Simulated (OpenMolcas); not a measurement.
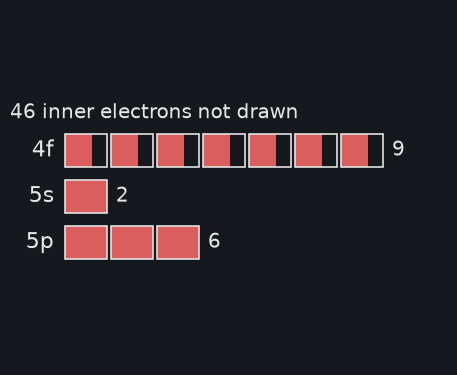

Fig. 1: The outer shells of the leading configuration of the lowest level: a box for each of the 2l + 1 orbitals, shaded by the share of the shell that is filled, with the electron count at the right.

## Run report: Tb²⁺, multiconfigurational calculation

System: Tb²⁺.
Method: state-averaged MS-CASPT2, IPEA shift 0.25, imaginary shift 0.1 hartree, closed shells 5s 5p correlated, active space 9 electrons in the shell 4f, basis ANO-RCC-VDZP, DKH2 scalar Hamiltonian, spin-orbit coupling by RASSI with atomic mean-field integrals (OpenMolcas).

### Input
```
&GATEWAY
Coord
1

Tb 0.0 0.0 0.0
Basis=ANO-RCC-VDZP
Group=XYZ
NoMove
AngMom=0.0 0.0 0.0
AMFI
&SEWARD
&RASSCF
FileOrb=start.orb
Symmetry=2
Spin=6
nActEl=9 0 0
Inactive=15 12
Ras2=0 7
CIRoot=21 21 1
SDav=21
CIMx=300
Iter=120 100
PrWF=0.3
OrbListing=Nothing
MaxOrb=0
Atom
>>> COPY $Project.JobIph JOB001
&RASSCF
FileOrb=start.orb
Symmetry=2
Spin=4
nActEl=9 0 0
Inactive=15 12
Ras2=0 7
CIRoot=224 224 1
SDav=224
CIMx=300
Iter=120 100
PrWF=0.3
OrbListing=Nothing
MaxOrb=0
Atom
>>> COPY $Project.JobIph JOB002
&RASSCF
FileOrb=start.orb
Symmetry=2
Spin=2
nActEl=9 0 0
Inactive=15 12
Ras2=0 7
CIRoot=272 272 1
SDav=490
CIMx=300
Iter=120 100
PrWF=0.3
OrbListing=Nothing
MaxOrb=0
Atom
CIOnly
>>> COPY $Project.JobIph JOB003
&RASSI
NrOfJobIphs=3 21 128 143
1 2 3 4 5 6 7 8 9 10 11 12 13 14 15 16 17 18 19 20 21
1 2 3 4 5 6 7 8 9 10 11 12 13 14 15 16 17 18 19 20 21 22 23 24 25 26 27
28 29 30 31 32 33 34 35 36 37 38 39 40 41 42 43 44 45 46 47 48 49 50 51
52 53 54 55 56 57 58 59 60 61 62 63 64 65 66 67 68 69 70 71 72 73 74 75
76 77 78 79 80 81 82 83 84 85 86 87 88 89 90 91 92 93 94 95 96 97 98 99
100 101 102 103 104 105 106 107 108 109 110 111 112 113 114 115 116 117
118 119 120 121 122 123 124 125 126 127 128
1 2 3 4 5 6 7 8 9 10 11 12 13 14 15 16 17 18 19 20 21 22 23 24 25 26 27
28 29 30 31 32 33 34 35 36 37 38 39 40 41 42 43 44 45 46 47 48 49 50 51
52 53 54 55 56 57 58 59 60 61 62 63 64 65 66 67 68 69 70 71 72 73 74 75
76 77 78 79 80 81 82 83 84 85 86 87 88 89 90 91 92 93 94 95 96 97 98 99
100 101 102 103 104 105 106 107 108 109 110 111 112 113 114 115 116 117
118 119 120 121 122 123 124 125 126 127 128 129 130 131 132 133 134 135
136 137 138 139 140 141 142 143
IphNames
JOB001
JOB002
JOB003
EJob
SpinOrbit
DIPRint=1.0
SOCoupling=1000.0
Subsets=2
Property=9
'ANGMOM' 1 'ANGMOM' 2 'ANGMOM' 3 'MLTPL  1' 1 'MLTPL  1' 2 'MLTPL  1' 3
'AMFI' 1 'AMFI' 2 'AMFI' 3
SOProperty=3
'ANGMOM' 1 'ANGMOM' 2 'ANGMOM' 3
>>> COPY JOB001 $Project.JobIph
&CASPT2
Multistate=21 1 2 3 4 5 6 7 8 9 10 11 12 13 14 15 16 17 18 19 20 21
Frozen=14 9
IPEA=0.25
Imaginary=0.1
MaxIter=60
WThr=0.0 0.3 0.05
PrWF=0.5
NoMix
>>> COPY JOB002 $Project.JobIph
&CASPT2
Multistate=128 1 2 3 4 5 6 7 8 9 10 11 12 13 14 15 16 17 18 19 20 21 22
23 24 25 26 27 28 29 30 31 32 33 34 35 36 37 38 39 40 41 42 43 44 45 46
47 48 49 50 51 52 53 54 55 56 57 58 59 60 61 62 63 64 65 66 67 68 69 70
71 72 73 74 75 76 77 78 79 80 81 82 83 84 85 86 87 88 89 90 91 92 93 94
95 96 97 98 99 100 101 102 103 104 105 106 107 108 109 110 111 112 113
114 115 116 117 118 119 120 121 122 123 124 125 126 127 128
NoMult
Frozen=14 9
IPEA=0.25
Imaginary=0.1
MaxIter=60
WThr=0.0 0.3 0.05
PrWF=0.5
NoMix
>>> COPY JOB003 $Project.JobIph
&CASPT2
Multistate=143 1 2 3 4 5 6 7 8 9 10 11 12 13 14 15 16 17 18 19 20 21 22
23 24 25 26 27 28 29 30 31 32 33 34 35 36 37 38 39 40 41 42 43 44 45 46
47 48 49 50 51 52 53 54 55 56 57 58 59 60 61 62 63 64 65 66 67 68 69 70
71 72 73 74 75 76 77 78 79 80 81 82 83 84 85 86 87 88 89 90 91 92 93 94
95 96 97 98 99 100 101 102 103 104 105 106 107 108 109 110 111 112 113
114 115 116 117 118 119 120 121 122 123 124 125 126 127 128 129 130 131
132 133 134 135 136 137 138 139 140 141 142 143
NoMult
Frozen=14 9
IPEA=0.25
Imaginary=0.1
MaxIter=60
WThr=0.0 0.3 0.05
PrWF=0.5
NoMix
```

The file start.orb holds starting orbitals from an earlier step. A driver script formed the levels outside the program, from RASSI's spin-orbit matrix and the CASPT2 energies (for multi-state variants, the effective Hamiltonian), averaged over the components of each term or state. The log and the time are those of the CASPT2 step.

Hardware: 1 thread of Arm Neoverse V1, 24 GiB of memory available, shared host.

Run as:
```bash
OMP_NUM_THREADS=1 MOLCAS_MEM=2252 MOLCAS_PROJECT=a pymolcas a.inp > a.log  # once for each step of the input, in one work folder
```

### Log (extracts)
```
--- CASPT2 ---
Orbital specifications:
      -----------------------

      Symmetry species                           1   2
                                                ag  au
      Frozen orbitals                           14   9
      Inactive orbitals                          1   3
      Active orbitals                            0   7
      Secondary orbitals                        21  13
      Deleted orbitals                           0   0
      Number of basis functions                 36  32
Type of calculation                        MS-CASPT2
      Fock operator                              state-specific
      IPEA shift                                 0.25
      Real shift                                 0.00
      Imaginary shift                            0.10
      The input orbitals will be transformed to quasi-canonical
Reference energy:      -11698.0340400311
      E2 (Non-variational):      -0.6377916170
      Shift correction:          -0.0004348518
      E2 (Variational):          -0.6382264688
      Total energy:          -11698.6722664999
      Residual norm:              0.0000003106
      Reference weight:           0.87711
      Contributions to the CASPT2 correlation energy
      Active & Virtual Only:         -0.2521068353
      One Inactive Excited:          -0.2383213073
      Two Inactive Excited:          -0.1473634744
Reference energy:      -11698.0340400311
      E2 (Non-variational):      -0.6380927665
      Shift correction:          -0.0004414158
      E2 (Variational):          -0.6385341823
      Total energy:          -11698.6725742134
      Residual norm:              0.0000002851
      Reference weight:           0.87684
      Contributions to the CASPT2 correlation energy
      Active & Virtual Only:         -0.2523109302
      One Inactive Excited:          -0.2384277382
      Two Inactive Excited:          -0.1473540981
::    CASPT2 Root  1     Total energy: -11698.67226650
::    CASPT2 Root  2     Total energy: -11698.67257421
::    CASPT2 Root  3     Total energy: -11698.67233945
::    CASPT2 Root  4     Total energy: -11698.67226872
::    CASPT2 Root  5     Total energy: -11698.67262906
::    CASPT2 Root  6     Total energy: -11698.67243462
::    CASPT2 Root  7     Total energy: -11698.67226976
::    CASPT2 Root  8     Total energy: -11698.67227244
::    CASPT2 Root  9     Total energy: -11698.67239546
::    CASPT2 Root 10     Total energy: -11698.67249585
::    CASPT2 Root 11     Total energy: -11698.67258416
::    CASPT2 Root 12     Total energy: -11698.64899935
::    CASPT2 Root 13     Total energy: -11698.64906489
::    CASPT2 Root 14     Total energy: -11698.64900805
::    CASPT2 Root 15     Total energy: -11698.64900469
::    CASPT2 Root 16     Total energy: -11698.64888328
::    CASPT2 Root 17     Total energy: -11698.64888776
::    CASPT2 Root 18     Total energy: -11698.64898559
::    CASPT2 Root 19     Total energy: -11698.54932390
::    CASPT2 Root 20     Total energy: -11698.54932396
::    CASPT2 Root 21     Total energy: -11698.54932397
::    MS-CASPT2 Root  1     Total energy: -11698.67291156
::    MS-CASPT2 Root  2     Total energy: -11698.67281928
::    MS-CASPT2 Root  3     Total energy: -11698.67271412
::    MS-CASPT2 Root  4     Total energy: -11698.67267254
::    MS-CASPT2 Root  5     Total energy: -11698.67258098
::    MS-CASPT2 Root  6     Total energy: -11698.67240122
::    MS-CASPT2 Root  7     Total energy: -11698.67234394
::    MS-CASPT2 Root  8     Total energy: -11698.67228212
::    MS-CASPT2 Root  9     Total energy: -11698.67207545
--- CASPT2 ---
Orbital specifications:
      -----------------------

      Symmetry species                           1   2
                                                ag  au
      Frozen orbitals                           14   9
      Inactive orbitals                          1   3
      Active orbitals                            0   7
      Secondary orbitals                        21  13
      Deleted orbitals                           0   0
      Number of basis functions                 36  32
Type of calculation                        SS-CASPT2
      Fock operator                              state-specific
      IPEA shift                                 0.25
      Real shift                                 0.00
      Imaginary shift                            0.10
      The input orbitals will be transformed to quasi-canonical
Reference energy:      -11697.9306941051
      E2 (Non-variational):      -0.6456373048
      Shift correction:          -0.0004441746
      E2 (Variational):          -0.6460814794
      Total energy:          -11698.5767755845
      Residual norm:              0.0000004061
      Reference weight:           0.87557
      Contributions to the CASPT2 correlation energy
      Active & Virtual Only:         -0.2595848097
      One Inactive Excited:          -0.2383112931
      Two Inactive Excited:          -0.1477412019
Reference energy:      -11697.9306941051
      E2 (Non-variational):      -0.6458519707
      Shift correction:          -0.0004434030
      E2 (Variational):          -0.6462953737
      Total energy:          -11698.5769894788
      Residual norm:              0.0000003156
      Reference weight:           0.87552
      Contributions to the CASPT2 correlation energy
      Active & Virtual Only:         -0.2596728944
      One Inactive Excited:          -0.2384345404
      Two Inactive Excited:          -0.1477445358
::    CASPT2 Root  1     Total energy: -11698.57677558
::    CASPT2 Root  2     Total energy: -11698.57698948
::    CASPT2 Root  3     Total energy: -11698.57688419
::    CASPT2 Root  4     Total energy: -11698.57704351
::    CASPT2 Root  5     Total energy: -11698.57706851
::    CASPT2 Root  6     Total energy: -11698.57719140
::    CASPT2 Root  7     Total energy: -11698.57705585
::    CASPT2 Root  8     Total energy: -11698.57705095
::    CASPT2 Root  9     Total energy: -11698.57699097
::    CASPT2 Root 10     Total energy: -11698.57714040
::    CASPT2 Root 11     Total energy: -11698.57689266
::    CASPT2 Root 12     Total energy: -11698.57700486
::    CASPT2 Root 13     Total energy: -11698.57688527
::    CASPT2 Root 14     Total energy: -11698.57936227
::    CASPT2 Root 15     Total energy: -11698.57921429
::    CASPT2 Root 16     Total energy: -11698.57939901
::    CASPT2 Root 17     Total energy: -11698.57942696
::    CASPT2 Root 18     Total energy: -11698.57937800
::    CASPT2 Root 19     Total energy: -11698.57943560
::    CASPT2 Root 20     Total energy: -11698.57921711
::    CASPT2 Root 21     Total energy: -11698.56735929
::    CASPT2 Root 22     Total energy: -11698.56700307
::    CASPT2 Root 23     Total energy: -11698.56727320
::    CASPT2 Root 24     Total energy: -11698.56700226
::    CASPT2 Root 25     Total energy: -11698.56745781
::    CASPT2 Root 26     Total energy: -11698.56734971
::    CASPT2 Root 27     Total energy: -11698.56725597
::    CASPT2 Root 28     Total energy: -11698.56727571
::    CASPT2 Root 29     Total energy: -11698.56733610
::    CASPT2 Root 30     Total energy: -11698.56725852
--- CASPT2 ---
Orbital specifications:
      -----------------------

      Symmetry species                           1   2
                                                ag  au
      Frozen orbitals                           14   9
      Inactive orbitals                          1   3
      Active orbitals                            0   7
      Secondary orbitals                        21  13
      Deleted orbitals                           0   0
      Number of basis functions                 36  32
Type of calculation                        SS-CASPT2
      Fock operator                              state-specific
      IPEA shift                                 0.25
      Real shift                                 0.00
      Imaginary shift                            0.10
      The input orbitals will be transformed to quasi-canonical
Reference energy:      -11697.8791834594
      E2 (Non-variational):      -0.6406170853
      Shift correction:          -0.0004244775
      E2 (Variational):          -0.6410415628
      Total energy:          -11698.5202250222
      Residual norm:              0.0000007190
      Reference weight:           0.87758
      Contributions to the CASPT2 correlation energy
      Active & Virtual Only:         -0.2567415598
      One Inactive Excited:          -0.2363193266
      Two Inactive Excited:          -0.1475561988
Reference energy:      -11697.8791834594
      E2 (Non-variational):      -0.6402971407
      Shift correction:          -0.0004244362
      E2 (Variational):          -0.6407215769
      Total energy:          -11698.5199050363
      Residual norm:              0.0000008786
      Reference weight:           0.87771
      Contributions to the CASPT2 correlation energy
      Active & Virtual Only:         -0.2565468709
      One Inactive Excited:          -0.2361963315
      Two Inactive Excited:          -0.1475539383
::    CASPT2 Root  1     Total energy: -11698.52022502
::    CASPT2 Root  2     Total energy: -11698.51990504
::    CASPT2 Root  3     Total energy: -11698.52016888
::    CASPT2 Root  4     Total energy: -11698.52037149
::    CASPT2 Root  5     Total energy: -11698.52055789
::    CASPT2 Root  6     Total energy: -11698.52033091
::    CASPT2 Root  7     Total energy: -11698.52011620
::    CASPT2 Root  8     Total energy: -11698.52040767
::    CASPT2 Root  9     Total energy: -11698.52033580
::    CASPT2 Root 10     Total energy: -11698.52010651
::    CASPT2 Root 11     Total energy: -11698.52000591
::    CASPT2 Root 12     Total energy: -11698.52017430
::    CASPT2 Root 13     Total energy: -11698.52033463
::    CASPT2 Root 14     Total energy: -11698.52042730
::    CASPT2 Root 15     Total energy: -11698.52005428
::    CASPT2 Root 16     Total energy: -11698.52011161
::    CASPT2 Root 17     Total energy: -11698.52018160
::    CASPT2 Root 18     Total energy: -11698.51732354
::    CASPT2 Root 19     Total energy: -11698.51745247
::    CASPT2 Root 20     Total energy: -11698.51735778
::    CASPT2 Root 21     Total energy: -11698.51742627
::    CASPT2 Root 22     Total energy: -11698.51743362
::    CASPT2 Root 23     Total energy: -11698.51745541
::    CASPT2 Root 24     Total energy: -11698.51734623
::    CASPT2 Root 25     Total energy: -11698.51733156
::    CASPT2 Root 26     Total energy: -11698.51750655
::    CASPT2 Root 27     Total energy: -11698.51740075
::    CASPT2 Root 28     Total energy: -11698.51740054
::    CASPT2 Root 29     Total energy: -11698.51738381
::    CASPT2 Root 30     Total energy: -11698.51743137
```

### Spin-orbit levels, grouped by J and assigned (the lowest 15)

```
Configuration    Level  E (cm⁻¹)  LS purity (%)  Landé g
          4f⁹  ⁶H°₁₅/₂         0             95    1.327
          4f⁹  ⁶H°₁₃/₂     2,920             97    1.278
          4f⁹  ⁶H°₁₁/₂     4,999             95    1.204
          4f⁹   ⁶H°₉/₂     6,619             95    1.073
          4f⁹  ⁶F°₁₁/₂     7,174             96    1.448
          4f⁹   ⁶H°₇/₂     7,886             95    0.833
          4f⁹   ⁶F°₉/₂     8,386             91    1.424
          4f⁹   ⁶H°₅/₂     8,846             94    0.301
          4f⁹   ⁶F°₇/₂     9,977             93    1.387
          4f⁹   ⁶F°₅/₂    11,170             94    1.308
          4f⁹   ⁶F°₃/₂    11,890             93    1.068
          4f⁹   ⁶F°₁/₂    12,320             93   -0.621
          4f⁹   ⁴F°₉/₂    19,920             70    1.300
          4f⁹  ⁴I°₁₅/₂    21,580             66    1.159
          4f⁹  ⁴G°₁₁/₂    22,250             92    1.265
```

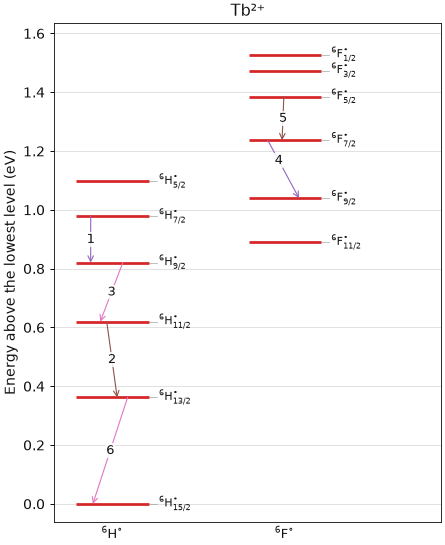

Fig. 2: Levels of Tb²⁺ (terbium, Z = 65) with 6 numbered transitions. Rates are at computed energies.

| No. | Upper | Lower | Type | λ (vacuum) | A (s⁻¹) |
| --- | --- | --- | --- | --- | --- |
| 1 | 4f⁹ ⁶H°₇/₂ | 4f⁹ ⁶H°₉/₂ | M1 | 7.89 µm | 0.27 |
| 2 | 4f⁹ ⁶H°₁₁/₂ | 4f⁹ ⁶H°₁₃/₂ | M1 | 4.81 µm | 0.81 |
| 3 | 4f⁹ ⁶H°₉/₂ | 4f⁹ ⁶H°₁₁/₂ | M1 | 6.17 µm | 0.50 |
| 4 | 4f⁹ ⁶F°₇/₂ | 4f⁹ ⁶F°₉/₂ | M1 | 6.29 µm | 0.31 |
| 5 | 4f⁹ ⁶F°₅/₂ | 4f⁹ ⁶F°₇/₂ | M1 | 8.39 µm | 0.19 |
| 6 | 4f⁹ ⁶H°₁₃/₂ | 4f⁹ ⁶H°₁₅/₂ | M1 | 3.42 µm | 1.3 |

Line 6 has the largest rate; it falls in the infrared region.

### Summary

- outcome: converged; degenerate states are split by up to 429 cm⁻¹
- lowest level: 4f⁹ ⁶H°₁₅/₂
- first excited level: 4f⁹ ⁶H°₁₃/₂, 2,920 cm⁻¹ (measured: 2,805)
- energy of the lowest spin-free term: −11698.67241 hartree
- energy of the lowest spin-orbit level: −11698.69637 hartree
- CASPT2 correlation energy: −0.6384 hartree
- largest spread among components of a term: 429.3 cm⁻¹
- lowest reference weight: 0.871
- wall time: 2 min

### Remarks

The components of ²O°, which symmetry makes degenerate, are split by 429 cm⁻¹ in CASPT2, and those of 17 more by over 50 cm⁻¹. This is an artefact; the levels of such states rest on averages and are uncertain by about as much. To bear in mind: large blocks without multistate coupling; only configurations of the active space are included; spin-free states above about 48,000 cm⁻¹ are left out of the spin-orbit step.
